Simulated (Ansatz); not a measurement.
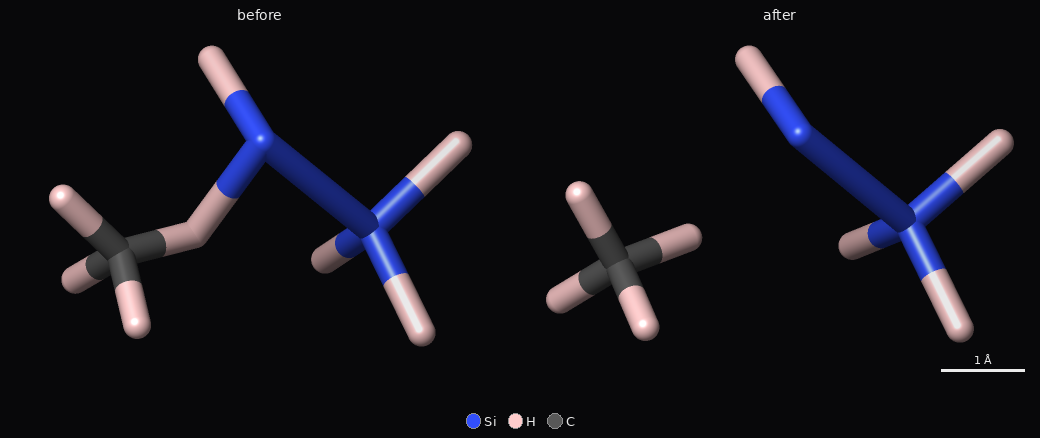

The structure of CH$_{8}$Si$_{2}$ (started from a transition state, displaced along its imaginary mode) before (left) and after (right) a relaxation, at one scale.

The picture is a stick view, seen at a tilt.

All numbers below come from RKS PBE0-D4/def2-TZVP in Ansatz 0.2.0. (force threshold 0.005 eV/Å; at most 200 steps)

### Describe what moved and what it gained.

The atom that moves furthest after the best rigid fit is an H atom (0.52 Å). Largest moves by element: H 0.52 Å, C 0.30 Å, Si 0.23 Å. Some distances before and after: C–Si 2.211 → 2.718 Å, H–Si 1.706 → 2.073 Å, C–H 1.147 → 1.113 Å, C–H 1.102 → 1.087 Å. Among the angles between lasting bonds that change: H–C–H 131.5° → 112.5°, H–C–H 88.1° → 102.7°, Si–Si–H 122.9° → 117.1°. Over 11 accepted moves (13 points after the start) the energy falls by 0.407 eV. Largest force component: 1.4 eV/Å at the start, 0.0047 eV/Å at the end. The line search rejected the trial steps at points 3, 9 of the run.
